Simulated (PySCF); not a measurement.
The calculation's input:

```
{"job": {"kind": "nmr", "xc": "PBE0", "basis": "pcSseg-1"}, "charge": 0, "multiplicity": 1}
O      2.647649    -1.460895    -0.782730
C      3.191660    -0.524293    -0.281591
O      2.614455     0.597665     0.130833
C      1.217116     0.662671    -0.010663
C      0.475169     1.575516     0.916299
C      0.348020     0.090109     1.075847
Cl     1.151854    -0.658753     2.443521
C     -0.931689    -0.633282     0.709278
O     -1.544904     0.029646    -0.344212
Si    -2.919104    -0.356797    -1.125578
H      4.276411    -0.446238    -0.100518
H      0.874613     0.534236    -1.031313
H      1.059788     2.107946     1.649840
H     -0.374574     2.109262     0.520934
H     -0.691715    -1.666930     0.428072
H     -1.595968    -0.662129     1.583737
H     -2.817183    -1.673028    -1.757115
H     -2.937590     0.757707    -2.057377
H     -4.053810    -0.373163    -0.198190
```

Command:

```sh
OMP_NUM_THREADS=1 python probes_run.py task.json out
```

Geometry: GFN2-xTB.

Theory: PySCF, PBE0/pcSseg-1, SCF density, gas phase, non-relativistic.

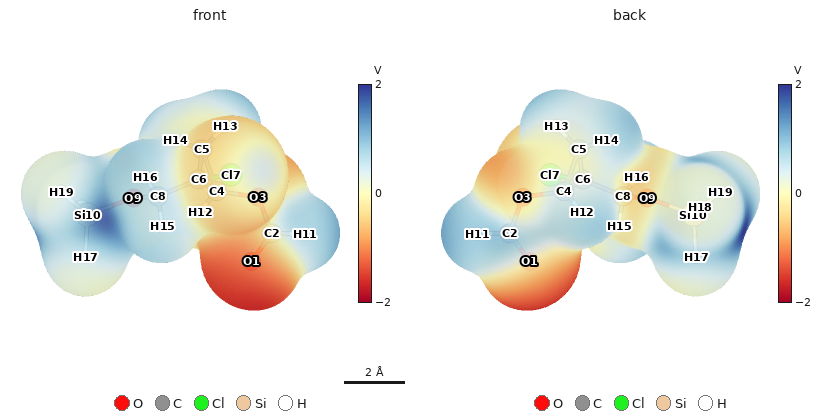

C5H9ClO3Si. The molecular electrostatic potential painted on the density surface at 0.002 e/bohr³, seen from the front and from behind; the colour scale runs from red (negative) to blue (positive).

**Where is the surface potential most negative and most positive?**

The most negative region (about −1.6 V, or −37 kcal/mol for a unit charge) lies over O1, the most positive (about +1.9 V, or +44 kcal/mol for a unit charge) over Si10. Cl7 shows a σ-hole: about +0.4 V, or +9 kcal/mol for a unit charge at the tip opposite its bond, against about −0.4 V, or −9 kcal/mol for a unit charge on its flanks. O1 is the likeliest acceptor of a hydrogen bond.

**How polar is the molecule by this calculation?**

Its dipole moment is 2.13 D.
